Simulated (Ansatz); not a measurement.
AlFH4O···NH3

Input

```
crystal:
  periodic: [false, false, false]
  atoms:
    - { symbol: Al, position_ang: [-1.232985, -0.406989, -1.947626] }
    - { symbol: O, position_ang: [-0.30638, -1.34419, 0.91645] }
    - { symbol: H, position_ang: [-0.348337, -1.490494, -2.680594] }
    - { symbol: H, position_ang: [-2.802049, -0.370931, -1.801322] }
    - { symbol: H, position_ang: [0.711306, 1.510237, 0.406912] }
    - { symbol: F, position_ang: [-0.375932, 1.005951, -1.410903] }
    - { symbol: H, position_ang: [0.242588, -0.552162, 1.032974] }
    - { symbol: "N", position_ang: [1.211223, 1.536177, 1.29495] }
    - { symbol: H, position_ang: [0.330626, -2.066536, 0.860867] }
    - { symbol: H, position_ang: [1.988364, 0.881876, 1.273248] }
    - { symbol: H, position_ang: [0.581476, 1.29696, 2.054945] }
basis:
  gaussian: { orbitals: def2-SVP }
hamiltonian:
  xc: pbe0
relax:
  f_tol: 0.03
  max_steps: 50
output:
  orbitals: {}
```

Run with:

```sh
ansatz run input.yaml --threads 2 --pin off --max-ram 3072MiB --backend cpu --events-out ev --progress --plain --runs-dir out
```

The fields are those of the run's last geometry, not of the input's.

Theory: RKS PBE0/def2-SVP in Ansatz.

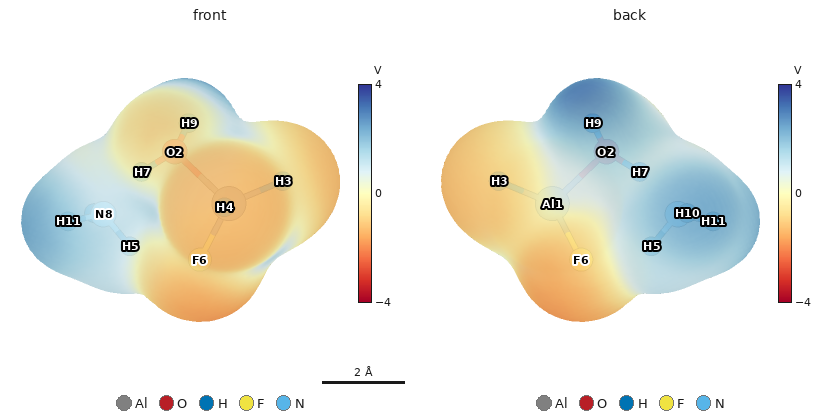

Figure 1. The electrostatic potential painted on the density surface at 0.002 e/bohr³, seen from the front and from behind; red is negative and blue positive.

### Which sites attract a positive test charge, and which a negative one?

A positive charge is drawn to the negative regions and a negative charge to the positive ones. The most negative region (about −1.7 V) lies over F6, the most positive (about +3.0 V) over H9.

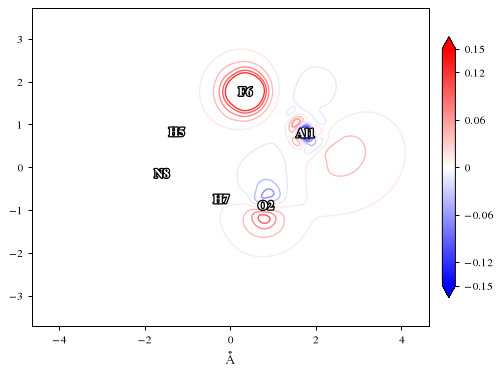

Figure 2. The HOMO on the plane of atoms Al1, O2 and H7 (values in Å⁻³ᐟ²; the overall sign is arbitrary).

### Where does this orbital lie, and at what energy?

By Hirshfeld shares it lies mainly on Al1 (about 30 %), H4 (about 30 %) and H3 (about 30 %). Its energy is −7.16 eV.

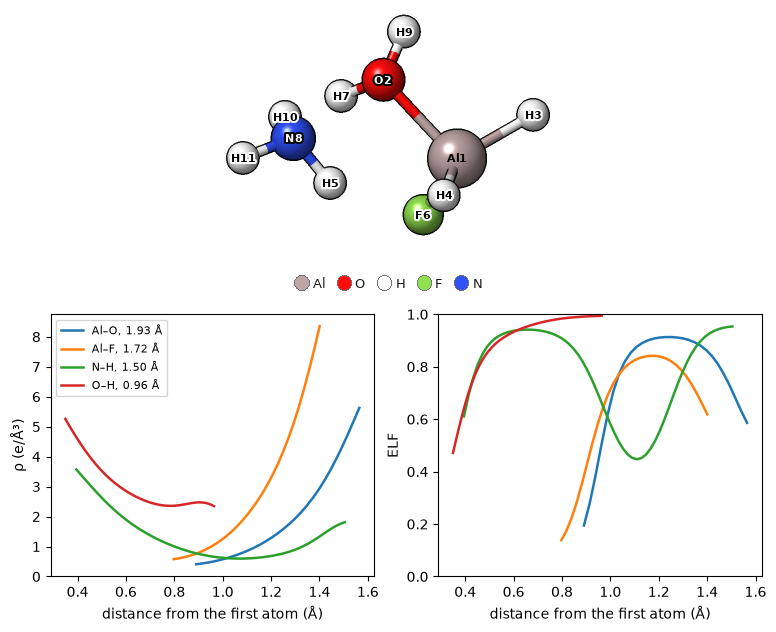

Figure 3. Total electron density and electron localisation function along straight lines between neighbouring atoms. The curves leave out the atomic cores. The structure is drawn too.

### Compare the contacts.

Al–O (1.93 Å): ρ at the midpoint is about 0.5 e/Å³; the ELF peaks at about 0.90 in the valence shell of O, 0.7 Å from its nucleus, and is about 0.50 at the midpoint.
Al–F (1.72 Å): ρ is about 0.69 e/Å³ halfway; the ELF peaks at about 0.85 in the valence shell of F, 0.6 Å from its nucleus, and is about 0.30 at the midpoint.
N8···H7 (1.50 Å): the density falls to about 0.6 e/Å³ on the way; the ELF peaks at about 0.95 between the atoms: by its geometry a hydrogen bond between the two molecules, with no shared pair.
O–H (0.96 Å): ρ at the midpoint is about 3.7 e/Å³; the ELF climbs to about 1 towards the hydrogen, as it does in any bond to H: a covalent bond by its length.
